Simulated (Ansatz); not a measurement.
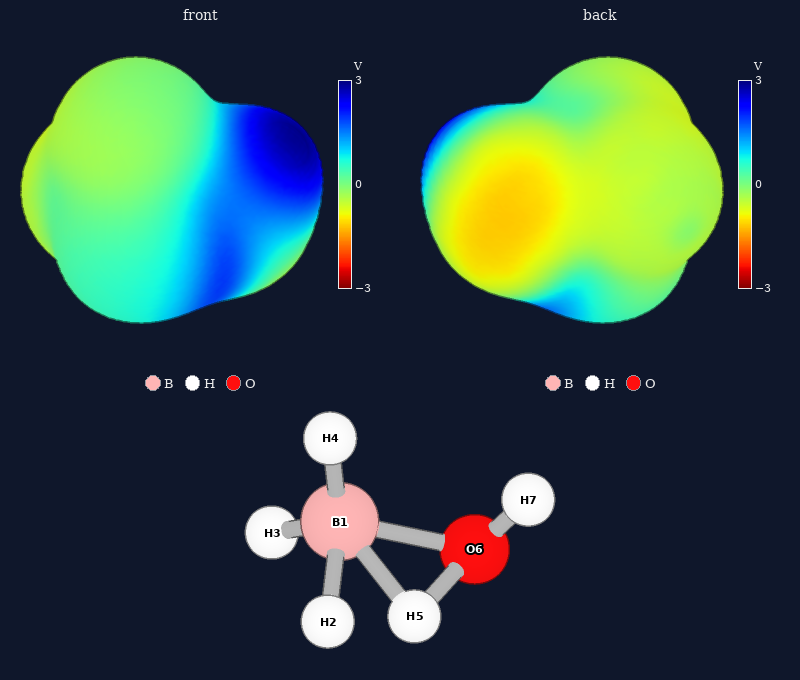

Figure. BH5O. The electrostatic potential painted on the density surface at 0.002 e/bohr³, seen from the front and from behind; the colour scale runs from red (negative) to blue (positive). The bare structure is drawn below in the same view.

A transition-state structure; geometry: PBE0-D4/def2-TZVP.

The calculation used RKS PBE0-D4/def2-TZVPP in Ansatz.

```yaml
atoms:
  - { symbol: B, position_ang: [-0.4886, 0.0009, -0.2182] }
  - { symbol: H, position_ang: [0.0230, -1.2261, -0.3309] }
  - { symbol: H, position_ang: [-0.8675, 0.3025, -1.3087] }
  - { symbol: H, position_ang: [-1.2496, -0.0399, 0.7046] }
  - { symbol: H, position_ang: [0.7611, -0.5641, -0.0551] }
  - { symbol: O, position_ang: [0.8930, 0.6766, 0.1319] }
  - { symbol: H, position_ang: [0.9285, 0.8502, 1.0766] }
```

**Which sites attract a positive test charge, and which a negative one?**

A positive charge is drawn to the negative regions and a negative charge to the positive ones. The most negative region (about −1.2 V) lies over O6, the most positive (about +2.9 V) over H7. O6 is the likeliest acceptor of a hydrogen bond.
